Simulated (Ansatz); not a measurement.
# Cs2InAgBr6 (Fm-3m): a many-body input that goes wrong, and its mend

Aim: the G0W0 gap of Cs2InAgBr6 (Fm-3m). The first input has a fault.

Method: G0W0 on r2SCAN, plane waves, PAW, in Ansatz 0.2.0.

In doubt: one-shot GW on d or f shells is unsure, so the values of those runs are not to be relied on.

### 1. The starting structure

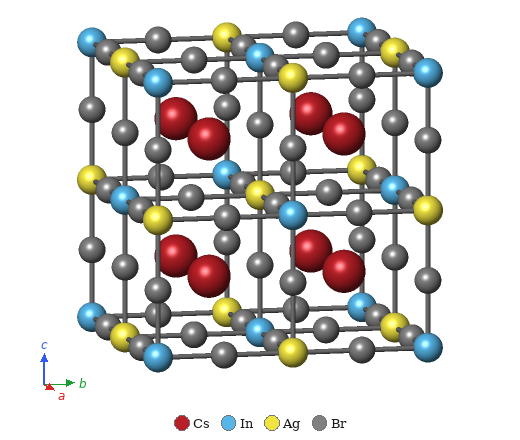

Start, viewed slightly off an axis; caesium red, indium blue, silver yellow, bromine grey. This picture shows the conventional cell, with its axes. Some periodic images of atoms are drawn too.

Geometry: measured lattice cell, ions relaxed with r2SCAN; the structure entry is the Materials Project's. The runs that relaxed it are not among those shown. Spin-orbit coupling is left out unless a step names it. The default PAW set here is soft_2. Its files were made with PBE.

### 2. First try

input.yaml reads:

```yaml
crystal:
  lattice:
    - [0.0, 5.5, 5.5]
    - [5.5, 0.0, 5.5]
    - [5.5, 5.5, 0.0]
  atoms:
    - { symbol: Cs, position: [0.75, 0.75, 0.75] }
    - { symbol: Cs, position: [0.25, 0.25, 0.25] }
    - { symbol: In, position: [0.0, 0.0, 0.0] }
    - { symbol: Ag, position: [0.5, 0.5, 0.5] }
    - { symbol: Br, position: [0.755241594, 0.244758406, 0.244758406] }
    - { symbol: Br, position: [0.244758406, 0.244758406, 0.755241594] }
    - { symbol: Br, position: [0.244758406, 0.755241594, 0.755241594] }
    - { symbol: Br, position: [0.244758406, 0.755241594, 0.244758406] }
    - { symbol: Br, position: [0.755241594, 0.244758406, 0.755241594] }
    - { symbol: Br, position: [0.755241594, 0.755241594, 0.244758406] }
kpoints:
  mp_grid: { grid: [2, 2, 2] }
hamiltonian:
  xc: r2scan
scf:
  occupations: { method: fixed }
  max_iter: 60
gw:
  n_empty_bands: 351
  ecut_chi: 60
  qp_bands: [v3, c3]
  qp_kpoints: band_edges
  screening: { model: contour_deformation }
total_charge: 1
```

Command:

```console
$ ansatz run input.yaml --threads 3 --pin off --max-ram 92160MiB --backend cpu --events-out ev --progress --plain --runs-dir out
```

Numbers of over 12 decimals in the logs are rounded to 6 here.

Output:

```text
Error: inconsistent input (scf.occupations.method, magnetization): a σ = 0 step fill (method: fixed, or a smearing width below the step floor) cannot realise an odd electron count (91) — the per-k integer fill puts the same N_el/2 bands in each spin channel; use a smearing method with a finite width, such as fermi_dirac
```

Wall time 0.2 s (3 threads of AMD EPYC 7R13 (Zen 3), shared host); peak memory 0.11 GiB.

**Diagnosis.**

The input was rejected at the start.

The program's message: “Error: inconsistent input (scf.occupations.method, magnetization): a σ = 0 step fill (method: fixed, or a smearing width below the step floor) cannot realise an odd electron count (91) — the per-k int …”

The fault: a charged cell. Adding or removing electrons leaves a partly filled band.

### 3. A better input

Now the one-shot GW correction: screening in the RPA, then the self-energy of the levels asked for.

Edit input.yaml of step 2 so:

```diff
@@ -22,6 +22,5 @@
   occupations: { method: fixed }
-  max_iter: 60
 gw:
-  n_empty_bands: 351
-  ecut_chi: 60
+  n_empty_bands: 461
+  ecut_chi: 72
   qp_bands: [v3, c3]
@@ -29,2 +28 @@
   screening: { model: contour_deformation }
-total_charge: 1
```

Command:

```console
$ ansatz run input.yaml --threads 3 --pin off --max-ram 92160MiB --backend cuda --events-out ev --progress --plain --runs-dir out --devices 1 --max-vram 13GiB
```

Output:

```text
GPUs: using 1 of 1 available (devices: 1).
[...]
device memory: the entry about to start is reckoned to put 4.1 GiB on a device that reports 49.5 GiB free (of which the cap on the GPU budget leaves the run 13.0 GiB)
GPU FFT provider: cuFFT
GPU libraries: cuBLAS 13.8.2, cuFFT 12.4.0, cuSOLVER 12.3.4
Crystal: 10 atoms, lattice volume = 332.750 Å³
Basis set: ecut = 500 eV, 8393 PW (Γ), exchange–correlation on 240×240×240 points (64 copies of the dense FFT grid, shifted against one another)
Bands: 56, of which v1, the nominal top of the filled ones, is band 46 counted from 1 (45 counted from 0)
Symmetry: 48 space group operations
[...]
k-points: 3 of 8
[...]
GPU buffer pool allocated for 216000 grid points (all kernels)
GPU transforms: local potential and band sums: pruned to the plane-wave sphere, on 60×60×60
[...]
0    44      3.1138   -20.0257     2.7648   -16.6048  0.7604     2.4394     2.4579  root
     0    45      3.7465   -26.4938     3.1922   -22.9735  0.7549     3.4150     3.4184  root
     0    46      3.7465   -26.4938     3.1922   -22.9735  0.7549     3.4150     3.4184  root
     0    47      4.4525   -10.1198    -3.3375   -13.9682  0.7891     4.9704     4.9633  root
     0    48      8.8843    -4.4183    -3.4371    -8.0528  0.8162     9.0828     9.0818  root
     0    49      8.9247    -6.3897    -3.6784   -10.4597  0.7963     9.3210     9.3164  root
     1    44      2.8482   -19.8617     2.7060   -16.5323  0.7586     2.2090     2.2248  root
     1    45      3.2080   -24.6490     3.2453   -20.9230  0.7510     2.7191     2.7274  root
[...]
2    46      3.7398   -26.4786     3.1804   -22.9743  0.7552     3.4126     3.4159  root
     2    47      7.0782   -13.7846    -3.1332   -17.6901  0.7606     7.8334     7.8504  root
     2    48      9.6631   -10.0615    -4.4855   -15.2429  0.7376    10.3597    10.3590  root
     2    49      9.9842    -7.3327    -3.9836   -11.7824  0.7868    10.4547    10.4501  root
[key lines of the parts left out:]
SCF converged after 7 iterations
Free energy (F): -41358.356655 eV
Fermi energy:    3.746470 eV
```

It took 16 s on 1 × NVIDIA H100 80GB HBM3 (shared by 6 runs) with 3 threads; peak memory 2.2 GiB; 23 s of CPU time.

In the SCF lines HF is the Harris–Foulkes energy and dr2 the Hartree energy of the density residual, in eV; the loop may stop once dr2 is under the threshold and the program's other checks hold. Hψ counts applications of the Hamiltonian.

This step gave:

```
bands summed                                 : 507
RPA ε∞ on this mesh (eigenvalues)            : 4.748, 4.748, 4.748
plane waves in the screening matrix          : 459
q-points in the mesh                         : 8
G0W0 gap on the mesh                         : 1.545 eV
k of the valence top                         : 0, 0, 0
k of the conduction bottom                   : 0, 0, 0
starting gap on the mesh                     : 0.7060 eV
Z at the valence top                         : 0.7549
Z at the conduction bottom                   : 0.7891
least direct G0W0 gap on the computed points : 1.545 eV
```

The gap on the mesh goes from 0.71 eV to 1.54 eV, a correction of +0.84 eV. Between the two edge states, bare exchange in place of the xc potential would open the gap by 7.37 eV, and correlation takes back 6.53 eV.

### 4. Summary of results

```
first try  : refused after 0.2 s
better run : G0W0 gap on the mesh 1.54 eV (2×2×2 mesh, 461 empty bands, screening to 72 eV)
```

The second run differs in: empty bands, screening cutoff (eV), cell charge and iteration cap. Bands and cutoff are finite, so the gap is not at the basis limit. The miss can reach some tenths of an eV and take either sign; the mesh is an error of its own. The 2×2×2 mesh is coarse for this cell (its supercell is 16 Å along the shortest edge). The RPA ε∞ on it, from the r2SCAN start, is 4.75; such meshes misread the long-range screening, most where the gap is narrow. A d shell, filled or nearly so, lies near the gap. One-shot GW converges very slowly in bands there, not always from below, and on a semilocal start the gap tends to come out low; starts rich in exact exchange can overshoot instead. The many-body steps are scalar-relativistic: spin-orbit coupling is not in them.

[Paths, hosts, dates, memory and timing lines, banners, echoed tables and standing remarks are left out of the program output.]

[Logs are printed without paths, hosts, clocks, repeated set-up lines and the standing remarks that a program may print on its own settings, such as how far it seeks lower states.]

[Runs of the session that timed out or met a known fault of the program may be left out.]

[Cells called generated may have been cut or substituted from an entry of the Crystallography Open Database or the Materials Project.]

[Hosts, paths, dates, database ids (printed as entryN), source tags and the programs' standing remarks are cut or masked in the printed files.]
